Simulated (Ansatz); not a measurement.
**wB97X/6-31G(d) (spherical functions) run of C2H9NSi (SMILES CN(C)[SiH3])**

What is the energy change on altering one bond length of C2H9NSi at wB97X/6-31G* (spherical functions)? 

Program for the calculation: Ansatz 0.2.0.

71 further runs of the same task are left out: 71 set aside as unsound or not needed.

**1. Starting point**

The species is C2H9NSi (13 atoms), meant as a singlet with charge 0. As SMILES, `CN(C)[SiH3]`. Geometry: relaxed at PBE0-D4/def2-TZVP.

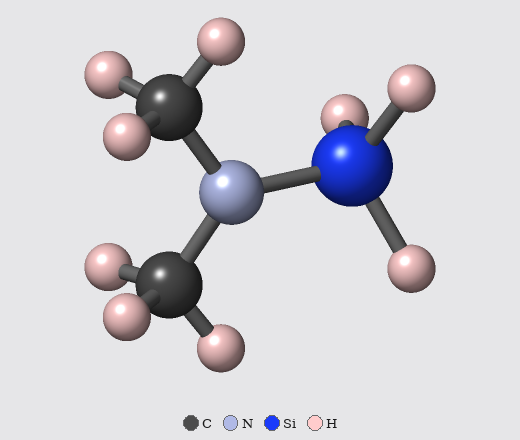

Viewed from a chosen angle; carbon dark grey, nitrogen light blue, silicon blue, hydrogen pink.

**2. A single-point energy at wB97X/6-31G(d) (spherical functions)**

run.yaml reads:

```yaml
crystal:
  periodic: [false, false, false]
  atoms:
    - {symbol: C, position_ang: [-0.853400, 1.051500, -0.567400]}
    - {symbol: N, position_ang: [-0.064300, 0.101400, 0.176900]}
    - {symbol: C, position_ang: [1.257300, 0.576800, 0.503700]}
    - {symbol: Si, position_ang: [-0.404400, -1.580400, 0.101900]}
    - {symbol: H, position_ang: [-0.416100, 1.292500, -1.548500]}
    - {symbol: H, position_ang: [-0.947500, 1.991500, -0.009400]}
    - {symbol: H, position_ang: [-1.860700, 0.663700, -0.735400]}
    - {symbol: H, position_ang: [1.197400, 1.509100, 1.079000]}
    - {symbol: H, position_ang: [1.870100, 0.778300, -0.388400]}
    - {symbol: H, position_ang: [1.787100, -0.156700, 1.115700]}
    - {symbol: H, position_ang: [0.068700, -2.275300, -1.137100]}
    - {symbol: H, position_ang: [-1.879700, -1.752300, 0.167000]}
    - {symbol: H, position_ang: [0.265600, -2.234700, 1.256700]}
basis:
  gaussian: {orbitals: 6-31G_st_-spherical.json}
output: {orbitals: {seedname: orbitals}}
accuracy: high
hamiltonian: {xc: {name: wB97X}}
```

The basis set 6-31G* is read from a file made from the Basis Set Exchange's data (not shown).

Launch:

```sh
$ ansatz run run.yaml --threads 1 --pin off --max-ram 2610MiB --events-out events.jsonl --progress --plain --runs-dir runs
```

The program printed:

```text
Warning: RAYON_NUM_THREADS=1 ignored (pool sized by the plan → 1); use --threads N
Functional definition: wB97X
  name "wB97X"
  parameter omega = 0.3/bohr
  parameter cx = 0.157706
  parameter cx1 = 0.726479
  parameter cx2 = 1.04760
  parameter cx3 = -5.70635
  parameter cx4 = 13.2794
  parameter css1 = -4.33879
  parameter css2 = 18.2308
  parameter css3 = -31.7430
  parameter css4 = 17.2901
  parameter cos1 = 2.37031
  parameter cos2 = -11.3995
  parameter cos3 = 6.58405
  parameter cos4 = -3.78132
  exchange = spin_sum(e_x_unif_sr(omega)*poly(b97_u_x, 1 - cx, cx1, cx2, cx3, cx4)) + cx*exact_x_sr(omega)
      + exact_x_lr(omega)
  correlation = spin_sum(e_c_pw_same_spin*poly(b97_u_same, 1, css1, css2, css3, css4))
      + integral(e_c_pw_opposite_spin*poly(b97_u_opposite, 1, cos1, cos2, cos3, cos4))
1974 factors; integrals over basis functions are off by at most 4.0e-9 eV
389 factors; integrals over basis functions are off by at most 2.2e-9 eV
mean field evaluation 1: about -11583.8668 eV, gradient 3.5e1 eV
mean field evaluation 2: about -11584.3737 eV, gradient 3.2e1 eV
mean field evaluation 4: about -11586.5191 eV, gradient 1.2e0 eV
mean field evaluation 8: about -11586.7295 eV, gradient 1.9e-2 eV
mean field evaluation 16: about -11586.7295 eV, gradient 3.3e-6 eV
mean field -11586.72951414 eV, -425.8044558773 hartree, gradient 4.8e-8 eV, S^2 0.000000; 0 other end points of the search recorded, 0 dependent functions left out
reference -11586.72951113 eV, -425.8044557668 hartree; 21, 21 occupied and 57, 57 virtual orbitals, 1974 factors
Total energy: -11586.72951113 eV, -425.8044557668 hartree
```

Wall time 35 s (1 thread of Arm Neoverse V1, shared host); peak memory 0.49 GiB.

**3. The distorted shape at the same level**

run.yaml reads:

```yaml
crystal:
  periodic: [false, false, false]
  atoms:
    - symbol: C
      position_ang: [-1.159777, 0.950758, -0.121384]
    - symbol: N
      position_ang: [-0.370677, 0.000658, 0.622916]
    - symbol: C
      position_ang: [0.950923, 0.476058, 0.949716]
    - symbol: Si
      position_ang: [-0.710777, -1.681142, 0.547916]
    - symbol: H
      position_ang: [-0.722477, 1.191758, -1.102484]
    - symbol: H
      position_ang: [-1.253877, 1.890758, 0.436616]
    - symbol: H
      position_ang: [-2.167077, 0.562958, -0.289384]
    - symbol: H
      position_ang: [0.891023, 1.408358, 1.525016]
    - symbol: H
      position_ang: [1.870100, 0.778300, -0.388400]
    - symbol: H
      position_ang: [1.480723, -0.257442, 1.561716]
    - symbol: H
      position_ang: [-0.237677, -2.376042, -0.691084]
    - symbol: H
      position_ang: [-2.186077, -1.853042, 0.613016]
    - symbol: H
      position_ang: [-0.040777, -2.335442, 1.702716]
basis:
  gaussian:
    orbitals: 6-31G_st_-spherical.json
hamiltonian:
  xc: {name: wB97X}
accuracy: high
output: {orbitals: {seedname: orbitals}}
```

The basis set 6-31G* is read from a file made from the Basis Set Exchange's data (not shown).

Launch:

```sh
$ ansatz run run.yaml --threads 1 --pin off --max-ram 2610MiB --events-out events.jsonl --progress --plain --runs-dir runs
```

The program printed, cut to the lines that bear on the results:

```text
Warning: RAYON_NUM_THREADS=1 ignored (pool sized by the plan → 1); use --threads N
[... 2 set-up lines as earlier in the session ...]
[...]
      + exact_x_lr(omega)
[...]
      + integral(e_c_pw_opposite_spin*poly(b97_u_opposite, 1, cos1, cos2, cos3, cos4))
1981 factors; integrals over basis functions are off by at most 4.0e-9 eV
397 factors; integrals over basis functions are off by at most 2.3e-9 eV
[...]
mean field -11584.80136983 eV, -425.7335978807 hartree, gradient 3.1e-8 eV, S^2 0.000000; 0 other end points of the search recorded, 0 dependent functions left out
reference -11584.80136679 eV, -425.7335977691 hartree; 21, 21 occupied and 57, 57 virtual orbitals, 1981 factors
Total energy: -11584.80136679 eV, -425.7335977691 hartree
```

Wall time 35 s (1 thread of Arm Neoverse V1, shared host); peak memory 0.48 GiB.

**4. What came out**

Level: wB97X/6-31G* (spherical functions).

| quantity | value |
| --- | --- |
| first shape: total energy | -425.80446 Eh |
| first shape: HOMO energy | -8.53 eV |
| first shape: LUMO energy | 3.19 eV |
| first shape: HOMO–LUMO gap | 11.71 eV |
| distorted shape: total energy | -425.73360 Eh |
| distorted shape: HOMO energy | -8.58 eV |
| distorted shape: LUMO energy | 2.66 eV |
| distorted shape: HOMO–LUMO gap | 11.25 eV |
| energy change with the C3–H9 bond stretched from 1.101 to 1.651 Å | 1.928 eV |

With the C3–H9 bond stretched from 1.101 to 1.651 Å the energy rises by 1.93 eV (186 kJ/mol). The first shape isn't relaxed at this level, so the change isn't measured from a minimum.
